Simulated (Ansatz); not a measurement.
# H₄N₂O₂W: basis-set convergence

How large a basis does H₄N₂O₂W need? Two functionals are run in growing sets.

The runs use Ansatz 0.2.0, Gaussian basis; one geometry, several basis sets.

Levels to be run: PBE0-D4/def2-SVP; ωB97M-V/def2-SVP; PBE0-D4/def2-QZVPP; ωB97M-V/def2-QZVPP; the functionals' def2-TZVPP values are taken from earlier runs.

## 1. The geometry

An earlier PBE0-D4 in a triple-zeta def2 set relaxation fixed the geometry. W takes the def2 core potential; no spin-orbit term is included.

SMILES `[NH2][W]([NH2])(=[O])=[O]`, 9 atoms, charge 0, spin multiplicity 1.

Atoms are counted from 1 here; the program's logs count them from 0.

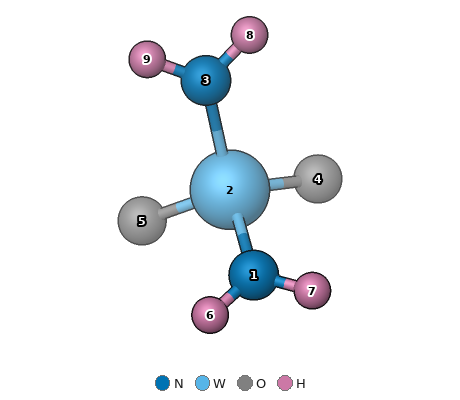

The structure; colours as in the key; atoms are numbered from 1 in the order of the file.

## 2. PBE0-D4 in def2-SVP

in.yaml reads:

```yaml
crystal:
  periodic: [false, false, false]
  atoms:
    - {symbol: N, position_ang: [-1.093028, 1.224570, -0.336675]}
    - {symbol: W, position_ang: [0.312006, -0.106475, -0.539790]}
    - {symbol: N, position_ang: [0.641192, -1.070374, 1.118398]}
    - {symbol: O, position_ang: [-0.206391, -1.240687, -1.710838]}
    - {symbol: O, position_ang: [1.752463, 0.713082, -0.963984]}
    - {symbol: H, position_ang: [-0.920512, 2.196046, -0.130107]}
    - {symbol: H, position_ang: [-2.060800, 1.058706, -0.564943]}
    - {symbol: H, position_ang: [0.217358, -1.956086, 1.346608]}
    - {symbol: H, position_ang: [1.357713, -0.818773, 1.781340]}
basis:
  gaussian: {orbitals: def2-SVP}
hamiltonian: {xc: pbe0, dispersion: d4}
output: {orbitals: {seedname: orbitals}}
```

Started as:

```console
ansatz run in.yaml --threads 4 --pin off --events-out ev --progress --plain --max-ram 10444MiB
```

Further steps of the session: ωB97M-V in def2-SVP; PBE0-D4 in def2-QZVPP; ωB97M-V in def2-QZVPP.

**Question.** What will the summary of the whole plan be? Wanted: PBE0-D4: double and triple zeta above quadruple; ωB97M-V: double and triple zeta above quadruple.

The runs gave:

| quantity | value |
| --- | --- |
| PBE0-D4: double and triple zeta above quadruple | 9.86, 0.43 eV |
| ωB97M-V: double and triple zeta above quadruple | 10.13, 0.40 eV |

What this shows: For PBE0-D4 the step from double to triple zeta gains 9.44 eV and the next only 0.43 eV. These are total energies; as a rule much of such shifts cancels in differences, which this series doesn't test.
